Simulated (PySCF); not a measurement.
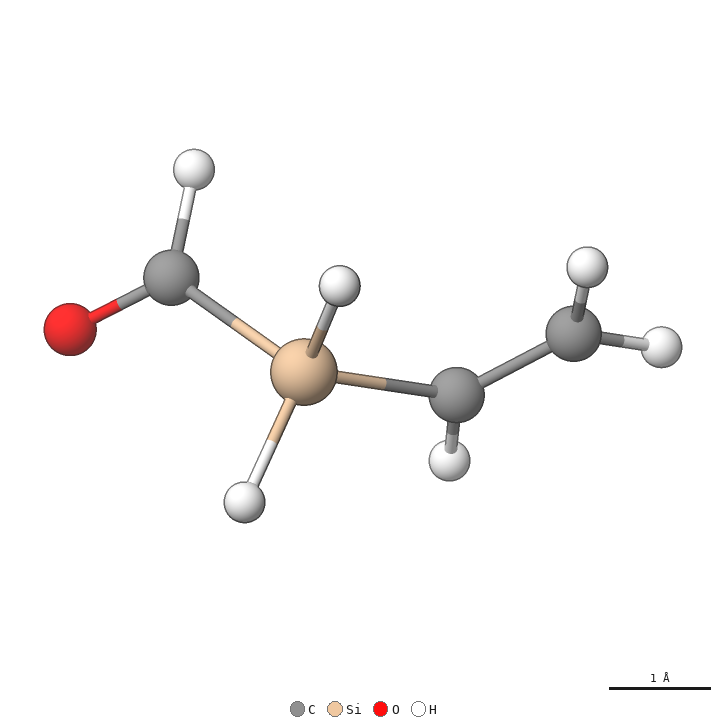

Ball-and-stick drawing of a structure.

The computed structure is the end point of a PBE0-D3(BJ)/def2-SVP optimisation. No frequency run is at hand to confirm it as a minimum.

> What is the molecular formula?

C3H6OSi, 11 atoms: 3 carbon, 6 hydrogen, 1 oxygen and 1 silicon.

> Which point group does it belong to?

C1.

> What is its SMILES?

C=C[SiH2]C=O

> Name some functional groups or characteristic bonds that it holds.

Among them: alkene, Si–H bond.

> Does it have rings?

It has no ring.

The parts below concern this one geometry. Atoms keep their numbers from picture to picture.

### NMR shielding

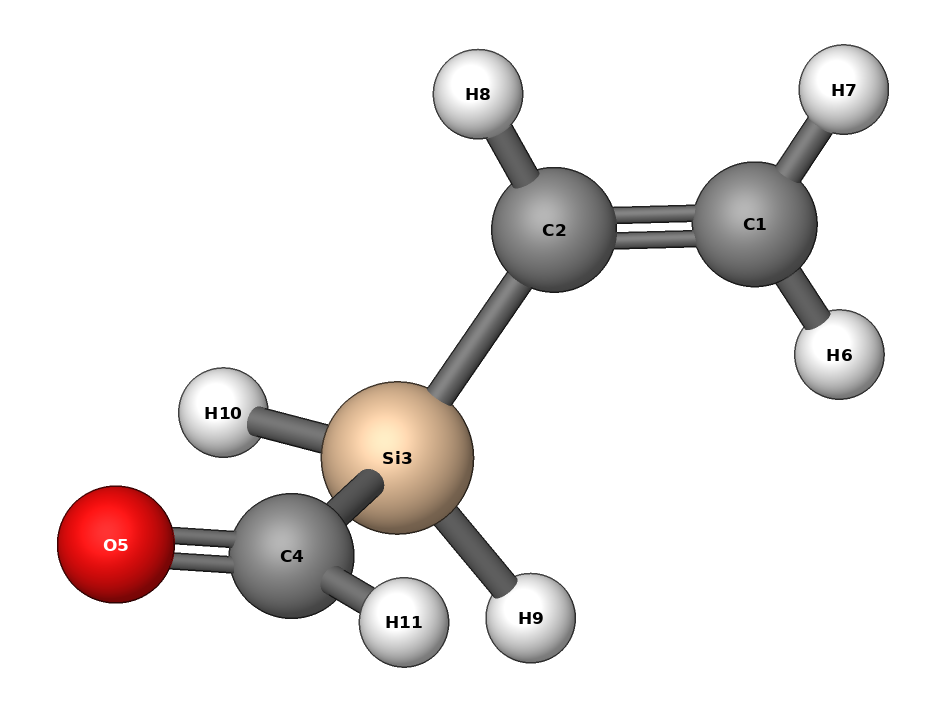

The questions are on isotropic NMR shieldings of the C atoms. No frequency run is at hand to confirm it as a minimum. Method: GIAO PBE/pcSseg-2 NMR shielding, non-relativistic, gas phase (PySCF 2.14.0).

List the isotropic NMR shieldings of the C atoms.

```tsv
atom	σ (ppm)
C1	28.2
C2	40.8
C4	−69.4
```

### Dipole moment

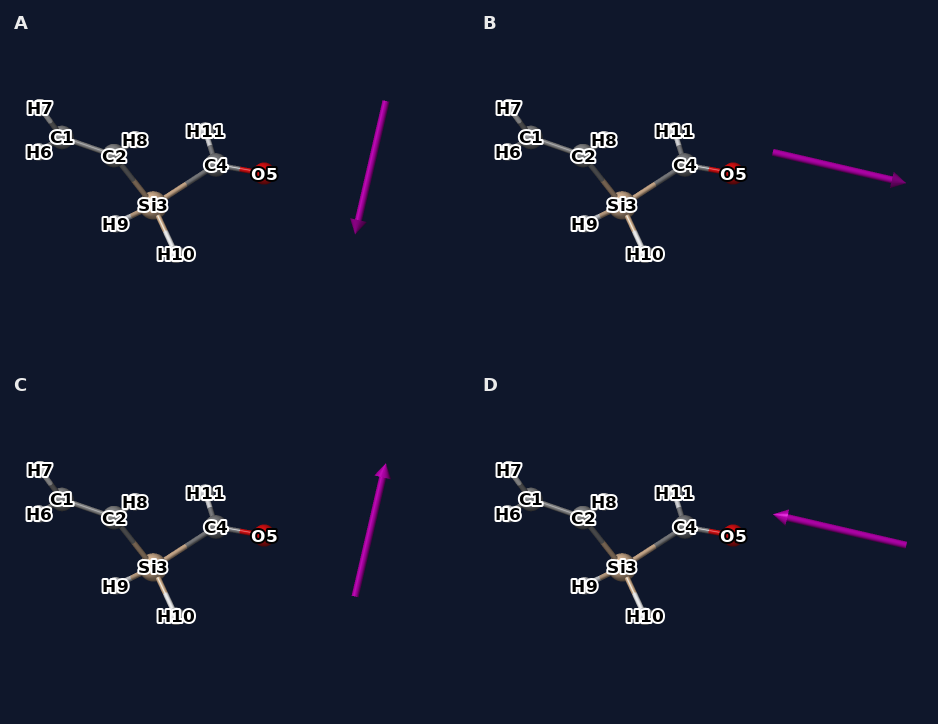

The same molecule four times, each with an arrow. No frequency run is at hand to confirm it as a minimum. Method: B3LYP/pcSseg-2, gas phase (PySCF 2.14.0).

> Which arrow points along the dipole moment, from the negative to the positive end?

D. The dipole moment is 2.87 D; it points from the side of O5 to the side of H7 (the outermost atoms at the two ends).

### Levels of theory compared

No frequency run is at hand to confirm it as a minimum. Program: PySCF 2.14.0.

Compare HOMO energy (eV) at these levels: B3LYP/pcSseg-2; B97-D/pcSseg-2; BLYP/pcSseg-2; BP86/pcSseg-2; HF/pcSseg-2; KT2/pcSseg-2; KT3/pcSseg-2; LDA/pcSseg-2; OPBE/pcSseg-2; PBE/pcSseg-2.

```
         level  HOMO energy (eV)
B3LYP/pcSseg-2             −6.76
B97-D/pcSseg-2             −5.57
 BLYP/pcSseg-2             −5.47
 BP86/pcSseg-2             −5.66
   HF/pcSseg-2            −10.32
  KT2/pcSseg-2             −5.69
  KT3/pcSseg-2             −5.71
  LDA/pcSseg-2             −5.68
 OPBE/pcSseg-2             −5.51
  PBE/pcSseg-2             −5.55
```
